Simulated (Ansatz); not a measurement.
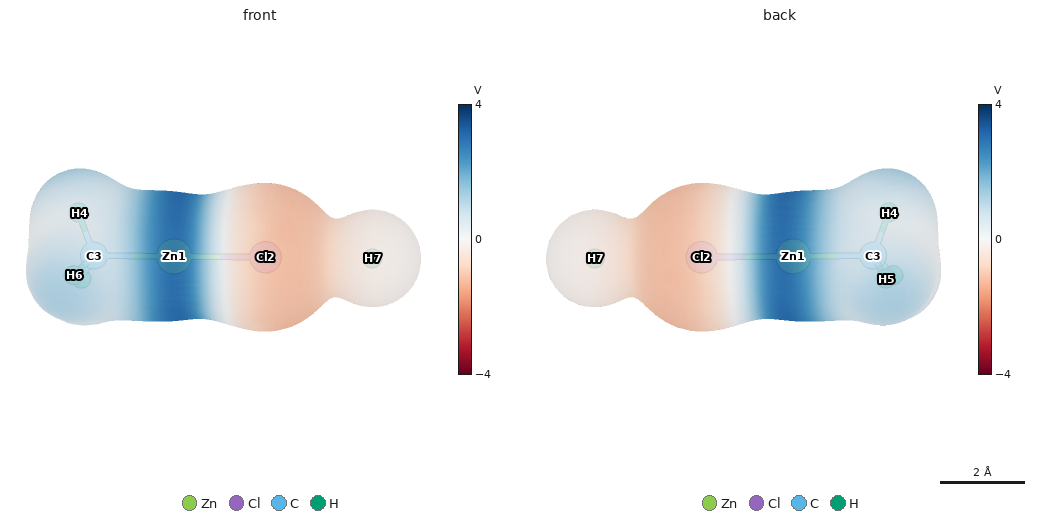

The picture shows: CH3ClZn···H (doublet). The molecular electrostatic potential painted on the density surface at 0.004 e/bohr³, seen from the front and from behind; the colour scale runs from red (negative) to blue (positive).

Not at a stationary point (largest force 1.2 eV/Å).

Theory: UKS PBE0/def2-SVP in Ansatz.

```json
{"atom": "Zn", "x (Å)": "0.0003", "y (Å)": "-0.0008", "z (Å)": "-0.0682"}
{"atom": "Cl", "x (Å)": "0.0007", "y (Å)": "-0.0017", "z (Å)": "2.1372"}
{"atom": "C", "x (Å)": "-0.0001", "y (Å)": "0.0001", "z (Å)": "-1.9993"}
{"atom": "H", "x (Å)": "0.2754", "y (Å)": "-0.9922", "z (Å)": "-2.3879"}
{"atom": "H", "x (Å)": "-0.9974", "y (Å)": "0.2579", "z (Å)": "-2.3871"}
{"atom": "H", "x (Å)": "0.7216", "y (Å)": "0.7352", "z (Å)": "-2.3872"}
{"atom": "H", "x (Å)": "-0.0006", "y (Å)": "0.0015", "z (Å)": "4.7111"}
```

Where is the surface potential most negative and most positive?

The most negative region (about −1.2 V) lies over Cl2, the most positive (about +3.1 V) over Zn1.
